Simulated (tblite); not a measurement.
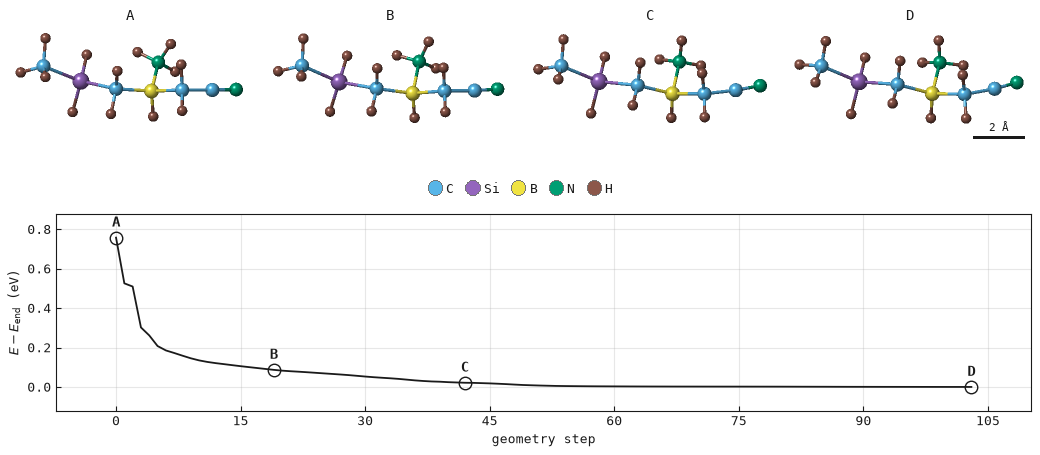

Frames of a relaxation of C4H13BN2Si, marked on the history of the run. A ball-and-stick model, seen from a free direction.

All numbers below come from GFN2-xTB geometry optimisation, gas phase (tblite). 

Q: Describe the path.

A: The atom that moves furthest after the best rigid fit is an H atom (0.59 Å). By element the largest moves are H 0.59 Å, N 0.29 Å, C 0.20 Å, B 0.11 Å, Si 0.09 Å. Among the contacts that change: B–N 1.538 → 1.640 Å, C–Si 1.822 → 1.895 Å, B–C 1.601 → 1.659 Å, C–C 1.473 → 1.422 Å. Bond angles that change, for instance: H–C–H 115.2° → 107.6°, C–B–N 113.4° → 106.4°, H–C–H 114.4° → 107.7°. Groups turn about B–N by about 35°, C–Si by about 25°. Over 103 geometry steps the energy falls by 0.757 eV. From step 0 to 19: an H atom moves most (0.20 Å), energy −0.671 eV. From step 19 to 42: an H atom moves most (0.32 Å), energy −0.065 eV. From step 42 to 103: an N atom moves most (0.23 Å), energy −0.021 eV.
